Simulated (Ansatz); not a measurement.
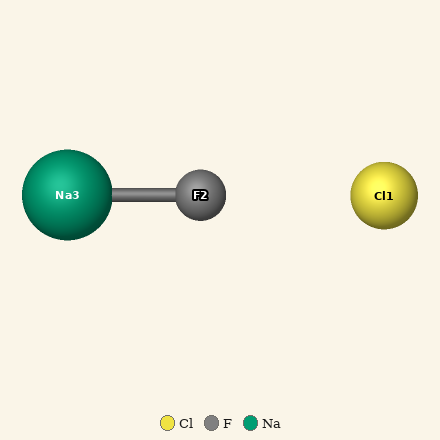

The system is Cl + FNa, spin multiplicity 2; the picture shows the reference structure. The first coordinate is: distance Cl1–F2; the second: distance F2–Na3. Nothing is relaxed (the angle Cl1–F2–Na3 is fixed at 180 degrees). The scan uses a 17 × 17 grid. Points are written as (first, second). Energies: eV, counted from Cl far from the relaxed FNa (each part in its own basis). Energies and slopes of some neighbouring points disagree (a jump in structure or state, or too coarse a mesh). These are results of Ansatz 0.2.0, UHF/def2-TZVPD, not measurements.

Its coordinates:

```xyz
3

Cl   -2.6410    0.0000    0.0000
F     0.0000    0.0000    0.0000
Na    1.9150    0.0000    0.0000
```

Range: distance Cl1–F2 from 1.296 to 2.896 Å; distance F2–Na3 from 1.808 to 3.408 Å.

### What landscape does the calculation give?

The lowest grid point is at (2.641 Å, 1.915 Å), −0.20 eV from Cl far from the relaxed FNa (each part in its own basis). The highest grid point, (1.296 Å, 1.808 Å), lies 6.52 eV above the lowest.

| distance F2–Na3 ↓, distance Cl1–F2 → | 1.296 | 1.403 | 1.560 | 1.743 | 1.946 | 2.164 | 2.397 | 2.641 | 2.896 |
| --- | --- | --- | --- | --- | --- | --- | --- | --- | --- |
| 3.408 | 5.36 | 3.46 | 2.57 | 2.89 | 2.33 | 2.02 | 1.98 | 2.02 | 2.08 |
| 3.153 | 5.39 | 3.48 | 2.58 | 2.87 | 2.04 | 1.71 | 1.65 | 1.68 | 1.73 |
| 2.909 | 5.43 | 3.50 | 2.60 | 2.65 | 1.73 | 1.38 | 1.30 | 1.31 | 1.36 |
| 2.676 | 5.47 | 3.54 | 2.61 | 2.34 | 1.39 | 1.01 | 0.91 | 0.92 | 0.96 |
| 2.458 | 5.53 | 3.58 | 2.63 | 2.03 | 1.04 | 0.65 | 0.53 | 0.52 | 0.55 |
| 2.255 | 5.62 | 3.65 | 2.68 | 1.75 | 0.73 | 0.31 | 0.17 | 0.15 | 0.18 |
| 2.072 | 5.76 | 3.77 | 2.78 | 1.56 | 0.51 | 0.06 | −0.09 | −0.12 | −0.10 |
| 1.915 | 6.01 | 4.01 | 3.00 | 1.53 | 0.46 | 0.00 | −0.17 | −0.20 | −0.19 |
| 1.808 | 6.32 | 4.30 | 3.28 | 1.67 | 0.58 | 0.11 | −0.07 | −0.10 | −0.09 |

The table holds every second grid line.

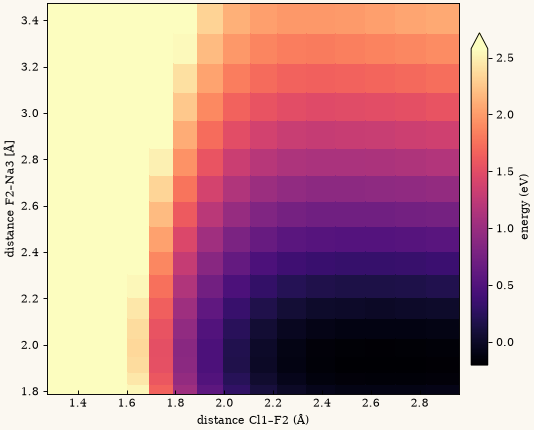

In the figure: one coloured cell a grid point, one colour for all values above the top of the scale.

Time for the 289 points that were run: 30 min on 1 thread of Arm Neoverse V2, with other jobs on the host.
